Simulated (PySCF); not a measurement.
# Ta³⁴⁺, W³⁵⁺: ionisation energies with spin-orbit coupling

Aim: the ionisation energy of these ions from differences of total energies, at each level of theory, and how far each lands from the tabulated value where there is one.

Program: PySCF 2.14.0. Level of theory: two-component X2C-1e, generalised determinants. These are calculated values, not measurements, unless marked.

## 1. The atom as given

```
Elements                                  : tantalum (Z = 73), tungsten (Z = 74)
Basis                                     : one for each species, given in its step
Hamiltonian                               : two-component X2C-1e, Gaussian nucleus, no Breit or QED terms; spin-orbit coupling, run by run: off; screened by Boettger's factors
Core shells frozen in the correlated runs : [Ar] 3d10 (for Ta³⁴⁺)
State 1                                   : Ta³⁴⁺: [Kr] 4d3; 4d3/2 filled at m_j = -1/2, +1/2, +3/2
State 2                                   : W³⁵⁺: [Kr] 4d3; 4d3/2 filled at m_j = -1/2, +1/2, +3/2
Needed too, but not shown                 : Ta³⁵⁺ [Kr] 4d2 (3F), W³⁶⁺ [Kr] 4d2 (3F)
Methods                                   : GHF, GMP2
```

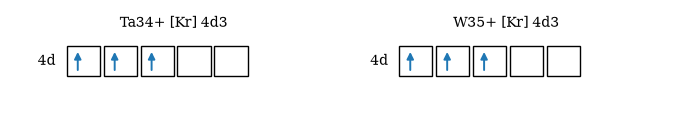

Outer shells as boxes.

All steps ran in one process of a driver on top of PySCF, which takes the settings above as its task.

The driver's launch:

```
$ OMP_NUM_THREADS=1 python sorun2.py TASK.json OUT
```

The integrals over 125 functions and the set-up took 0.75 s of CPU time.

## 2. Ta³⁴⁺, method by method

Basis: an uncontracted even-tempered set (17 s from 3.5 bohr⁻², ratio 2.8; 14 p from 4.6 bohr⁻², ratio 2.8; 9 d from 4.6 bohr⁻², ratio 2.8; 3 f from 17 bohr⁻², ratio 3).

GHF (spin-free):

Log:

```text
cycle= 1 E= -14945.8845521155  delta_E= -1.49e+04  |FDS-SDF|= 0.0753
cycle= 2 E= -14945.8946618206  delta_E= -0.0101  |FDS-SDF|= 0.00837
cycle= 3 E= -14945.8947567246  delta_E= -9.49e-05  |FDS-SDF|= 0.00148
cycle= 4 E= -14945.8947584270  delta_E= -1.7e-06  |FDS-SDF|= 5.67e-05
cycle= 5 E= -14945.8947584459  delta_E= -1.89e-08  |FDS-SDF|= 4.5e-06
cycle= 6 E= -14945.8947584461  delta_E= -2.11e-10  |FDS-SDF|= 1.48e-06
```

It took 8.9 s on 1 thread of Neoverse-V1, shared host, the integrals not counted.

Occupied spinors (without spin-orbit coupling the j labels only name the start):

| spinor shell | electrons | mean energy (eV) | weight of the nominal j | rms radius (bohr) |
| --- | --- | --- | --- | --- |
| 1s1/2 | 2 | -69160.7 | 1.000 | 0.0211 |
| 2s1/2 | 2 | -13174.1 | 1.000 | 0.0854 |
| 2p1/2 | 2 | -11721.0 | 0.667 | 0.0777 |
| 2p3/2 | 4 | -11718.8 | 0.833 | 0.0777 |
| 3s1/2 | 2 | -4118.1 | 1.000 | 0.216 |
| 3p1/2 | 2 | -3676.7 | 0.667 | 0.218 |
| 3p3/2 | 4 | -3675.4 | 0.833 | 0.217 |
| 3d3/2 | 4 | -3163.1 | 0.700 | 0.198 |
| 3d5/2 | 6 | -3160.4 | 0.800 | 0.198 |
| 4s1/2 | 2 | -1784.5 | 1.000 | 0.453 |
| 4p1/2 | 2 | -1618.9 | 0.667 | 0.474 |
| 4p3/2 | 4 | -1613.0 | 0.833 | 0.475 |
| 4d3/2 | 3 | -1430.7 | 0.600 | 0.471 |

M_J = 3/2, ⟨J²⟩ = 6.752, ⟨L²⟩ = 12.001, ⟨S²⟩ = 3.750.

GMP2 (spin-free):

This step left no log, only its results.

It took 2.5 s on 1 thread of Neoverse-V1, shared host, the integrals not counted.

With 11 electrons correlated and 92 very high virtual spinors dropped, the MP2 correlation energy is -0.30490 hartree. Largest pairs: 4d3/2-4p3/2 -0.0822, 4p3/2-4p3/2 -0.0710, 4p1/2-4p3/2 -0.0451, 4d3/2-4p1/2 -0.0364, 4p3/2-4s1/2 -0.0213.

GHF (screened spin-orbit):

Log:

```text
cycle= 1 E= -14964.3006354426  delta_E= -1.5e+04  |FDS-SDF|= 0.331
cycle= 2 E= -14964.3284098589  delta_E= -0.0278  |FDS-SDF|= 0.0111
cycle= 3 E= -14964.3303285156  delta_E= -0.00192  |FDS-SDF|= 0.00574
cycle= 4 E= -14964.3317948329  delta_E= -0.00147  |FDS-SDF|= 0.00458
cycle= 5 E= -14964.3341249244  delta_E= -0.00233  |FDS-SDF|= 0.00164
cycle= 6 E= -14964.3344197428  delta_E= -0.000295  |FDS-SDF|= 0.000541
cycle= 7 E= -14964.3344375887  delta_E= -1.78e-05  |FDS-SDF|= 0.000215
cycle= 8 E= -14964.3344402815  delta_E= -2.69e-06  |FDS-SDF|= 5.41e-05
cycle= 9 E= -14964.3344404482  delta_E= -1.67e-07  |FDS-SDF|= 9.7e-06
cycle= 10 E= -14964.3344404524  delta_E= -4.26e-09  |FDS-SDF|= 5.3e-06
```

Time after the integrals: 27 s (1 thread of Neoverse-V1, shared host).

The outer occupied spinors:

| spinor shell | electrons | mean energy (eV) | weight of the nominal j | rms radius (bohr) |
| --- | --- | --- | --- | --- |
| 3p1/2 | 2 | -3877.4 | 1.000 | 0.208 |
| 3p3/2 | 4 | -3590.5 | 1.000 | 0.222 |
| 3d3/2 | 4 | -3199.7 | 1.000 | 0.195 |
| 3d5/2 | 6 | -3132.8 | 1.000 | 0.200 |
| 4s1/2 | 2 | -1783.2 | 1.000 | 0.453 |
| 4p1/2 | 2 | -1683.4 | 0.999 | 0.455 |
| 4p3/2 | 4 | -1585.0 | 0.999 | 0.483 |
| 4d3/2 | 3 | -1436.9 | 0.994 | 0.468 |

M_J = 3/2, ⟨J²⟩ = 3.799, ⟨L²⟩ = 8.007, ⟨S²⟩ = 2.183.

GMP2 (screened spin-orbit):

This step left no log, only its results.

It took 0.92 s on 1 thread of Neoverse-V1, shared host, the integrals not counted.

With 11 electrons correlated and 92 very high virtual spinors dropped, the MP2 correlation energy is -0.32852 hartree. Largest pairs: 4p3/2-4p3/2 -0.0987, 4d3/2-4p3/2 -0.0851, 4p1/2-4p3/2 -0.0334, 4d3/2-4d3/2 -0.0277, 4d3/2-4p1/2 -0.0230.

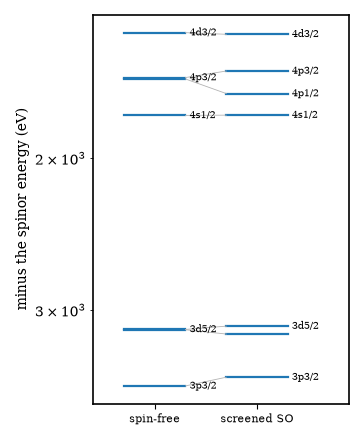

The highest 7 spinor levels of Ta³⁴⁺ on a logarithmic scale, without and with spin-orbit coupling.

## 3. W³⁵⁺

Basis: an uncontracted even-tempered set (17 s from 3.7 bohr⁻², ratio 2.8; 14 p from 4.8 bohr⁻², ratio 2.8; 9 d from 4.8 bohr⁻², ratio 2.8; 3 f from 18 bohr⁻², ratio 3).

GHF (spin-free):

Log:

```text
cycle= 1 E= -15431.0903095660  delta_E= -1.54e+04  |FDS-SDF|= 0.0774
cycle= 2 E= -15431.1004552106  delta_E= -0.0101  |FDS-SDF|= 0.00848
cycle= 3 E= -15431.1005474773  delta_E= -9.23e-05  |FDS-SDF|= 0.00147
cycle= 4 E= -15431.1005491001  delta_E= -1.62e-06  |FDS-SDF|= 5.46e-05
cycle= 5 E= -15431.1005491171  delta_E= -1.7e-08  |FDS-SDF|= 4.27e-06
cycle= 6 E= -15431.1005491173  delta_E= -2.02e-10  |FDS-SDF|= 1.49e-06
```

It took 8.9 s on 1 thread of Neoverse-V1, shared host, the integrals not counted.

Occupied spinors (without spin-orbit coupling the j labels only name the start):

| spinor shell | electrons | mean energy (eV) | weight of the nominal j | rms radius (bohr) |
| --- | --- | --- | --- | --- |
| 1s1/2 | 2 | -71353.9 | 1.000 | 0.0208 |
| 2s1/2 | 2 | -13664.2 | 1.000 | 0.0839 |
| 2p1/2 | 2 | -12138.4 | 0.667 | 0.0764 |
| 2p3/2 | 4 | -12136.1 | 0.833 | 0.0764 |
| 3s1/2 | 2 | -4296.6 | 1.000 | 0.212 |
| 3p1/2 | 2 | -3835.0 | 0.667 | 0.214 |
| 3p3/2 | 4 | -3833.7 | 0.833 | 0.214 |
| 3d3/2 | 4 | -3305.7 | 0.700 | 0.194 |
| 3d5/2 | 6 | -3302.9 | 0.800 | 0.194 |
| 4s1/2 | 2 | -1870.8 | 1.000 | 0.444 |
| 4p1/2 | 2 | -1698.1 | 0.667 | 0.465 |
| 4p3/2 | 4 | -1692.1 | 0.833 | 0.465 |
| 4d3/2 | 3 | -1503.8 | 0.600 | 0.461 |

M_J = 3/2, ⟨J²⟩ = 6.751, ⟨L²⟩ = 12.001, ⟨S²⟩ = 3.750.

GMP2 (spin-free):

No log was kept for this step.

Time after the integrals: 2.5 s (1 thread of Neoverse-V1, shared host).

With 11 electrons correlated and 92 very high virtual spinors dropped, the MP2 correlation energy is -0.30309 hartree. Largest pairs: 4d3/2-4p3/2 -0.0812, 4p3/2-4p3/2 -0.0712, 4p1/2-4p3/2 -0.0452, 4d3/2-4p1/2 -0.0359, 4p3/2-4s1/2 -0.0211.

GHF (screened spin-orbit):

Log:

```text
cycle= 1 E= -15451.2498231034  delta_E= -1.55e+04  |FDS-SDF|= 0.348
cycle= 2 E= -15451.2783966539  delta_E= -0.0286  |FDS-SDF|= 0.0112
cycle= 3 E= -15451.2802677421  delta_E= -0.00187  |FDS-SDF|= 0.0057
cycle= 4 E= -15451.2816871094  delta_E= -0.00142  |FDS-SDF|= 0.00444
cycle= 5 E= -15451.2837426924  delta_E= -0.00206  |FDS-SDF|= 0.00139
cycle= 6 E= -15451.2839272693  delta_E= -0.000185  |FDS-SDF|= 0.00048
cycle= 7 E= -15451.2839406053  delta_E= -1.33e-05  |FDS-SDF|= 0.000179
cycle= 8 E= -15451.2839424626  delta_E= -1.86e-06  |FDS-SDF|= 3.42e-05
cycle= 9 E= -15451.2839425187  delta_E= -5.61e-08  |FDS-SDF|= 7.57e-06
cycle= 10 E= -15451.2839425213  delta_E= -2.64e-09  |FDS-SDF|= 3.83e-06
```

It took 27 s on 1 thread of Neoverse-V1, shared host, the integrals not counted.

The outer occupied spinors:

| spinor shell | electrons | mean energy (eV) | weight of the nominal j | rms radius (bohr) |
| --- | --- | --- | --- | --- |
| 3p1/2 | 2 | -4050.0 | 1.000 | 0.204 |
| 3p3/2 | 4 | -3743.3 | 1.000 | 0.218 |
| 3d3/2 | 4 | -3344.7 | 1.000 | 0.192 |
| 3d5/2 | 6 | -3273.4 | 1.000 | 0.196 |
| 4s1/2 | 2 | -1869.4 | 1.000 | 0.444 |
| 4p1/2 | 2 | -1767.6 | 0.999 | 0.446 |
| 4p3/2 | 4 | -1662.1 | 0.999 | 0.474 |
| 4d3/2 | 3 | -1510.7 | 0.995 | 0.458 |

M_J = 3/2, ⟨J²⟩ = 3.792, ⟨L²⟩ = 7.955, ⟨S²⟩ = 2.174.

GMP2 (screened spin-orbit):

The driver printed no log here.

It took 0.92 s on 1 thread of Neoverse-V1, shared host, the integrals not counted.

With 11 electrons correlated and 92 very high virtual spinors dropped, the MP2 correlation energy is -0.32729 hartree. Largest pairs: 4p3/2-4p3/2 -0.0993, 4d3/2-4p3/2 -0.0840, 4p1/2-4p3/2 -0.0334, 4d3/2-4d3/2 -0.0274, 4d3/2-4p1/2 -0.0228.

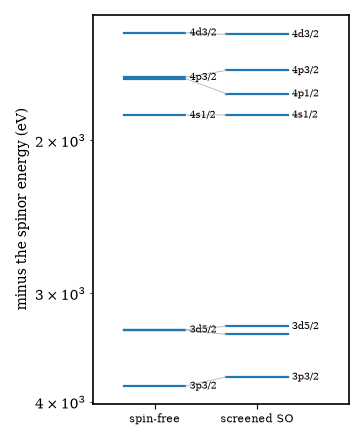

The highest 7 spinor levels of W³⁵⁺ on a logarithmic scale, without and with spin-orbit coupling.

## 4. The energy differences

Ionisation energy: Ta³⁴⁺ [Kr] 4d3 [4d3/2^3, M_J = 3/2] → Ta³⁵⁺ [Kr] 4d2 [4d3/2^2, M_J = 2].

| method | value (eV) | less the reference (eV) |
| --- | --- | --- |
| GHF (spin-free) | 1428.5 | -5.5 |
| GMP2 (spin-free) | 1428.5 | -5.5 |
| GHF (screened spin-orbit) | 1434.0 | -0.0 |
| GMP2 (screened spin-orbit) | 1434.6 | +0.6 |

Reference: 1434 ± 5 eV (theoretical estimate listed by NIST; NIST Atomic Spectra Database, ionization energies). For this ion Breit and QED terms and the two-electron picture change, all absent here, are large against electron correlation. The spin-free rows have the spin-orbit operator switched off.

Ionisation energy: W³⁵⁺ [Kr] 4d3 [4d3/2^3, M_J = 3/2] → W³⁶⁺ [Kr] 4d2 [4d3/2^2, M_J = 2].

| method | value (eV) | less the reference (eV) |
| --- | --- | --- |
| GHF (spin-free) | 1501.6 | -10.8 |
| GMP2 (spin-free) | 1501.6 | -10.8 |
| GHF (screened spin-orbit) | 1507.8 | -4.6 |
| GMP2 (screened spin-orbit) | 1508.4 | -4.0 |

Reference: 1512.4 ± 1.5 eV (semi-empirical (NIST evaluation); NIST Atomic Spectra Database, ionization energies). For this ion Breit and QED terms and the two-electron picture change, all absent here, are large against electron correlation. The spin-free rows have the spin-orbit operator switched off.

The differences also use runs on Ta³⁵⁺ [Kr] 4d2 (3F), W³⁶⁺ [Kr] 4d2 (3F), which are not shown here.

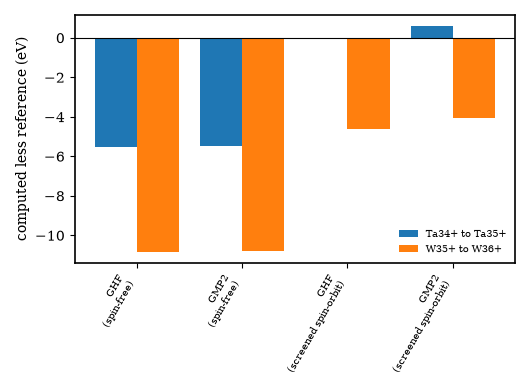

Computed less reference values by method, where the reference is not like for like or is itself uncertain.

## 5. Summary of results

| quantity | value |
| --- | --- |
| ionisation energy, Ta³⁴⁺ | GHF (spin-free) 1428.5, GMP2 (screened spin-orbit) 1434.6 eV; reference 1434 ± 5 |
| ionisation energy, W³⁵⁺ | GHF (spin-free) 1501.6, GMP2 (screened spin-orbit) 1508.4 eV; reference 1512.4 ± 1.5 |

**Reading.** For the first difference the methods span 6.103 eV, from GHF (spin-free) (1428.5) to GMP2 (screened spin-orbit) (1434.6). The reference is uncertain or not like for like (spin-orbit coupling or other relativistic terms), so no ranking of close methods is drawn. Spin-orbit coupling moves the first difference by +6.038 eV at GMP2. All values hold for this basis alone; no basis-set limit was taken.
